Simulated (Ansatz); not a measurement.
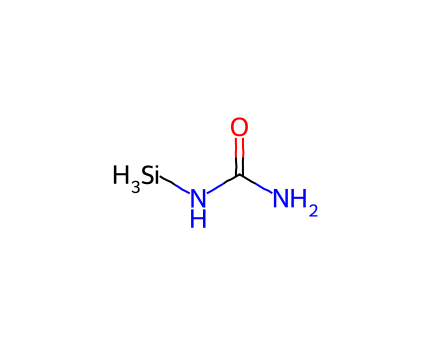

The drawing above gives the connectivity. Computed geometry: PBE0-D4/def2-TZVP optimisation. No frequency run is at hand to confirm it as a minimum.

What does the molecule look like in three dimensions?

It has 11 atoms: 1 carbon, 6 hydrogen, 2 nitrogen, 1 oxygen and 1 silicon (CH6N2OSi). Its SMILES string is `NC(=O)N[SiH3]`. It has no ring. Among its groups: amide, Si–H bond, Si–N bond. Coordination, clear cases only: 1 C trigonal planar; 1 N trigonal planar; 1 Si tetrahedral.

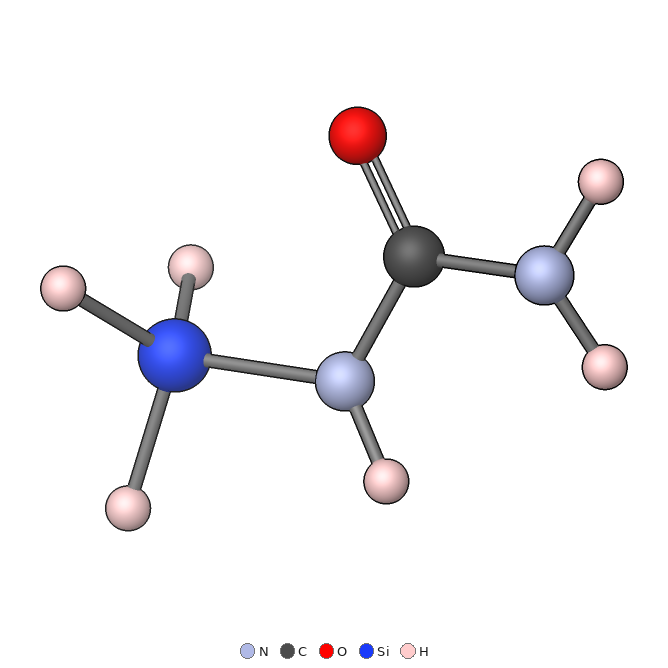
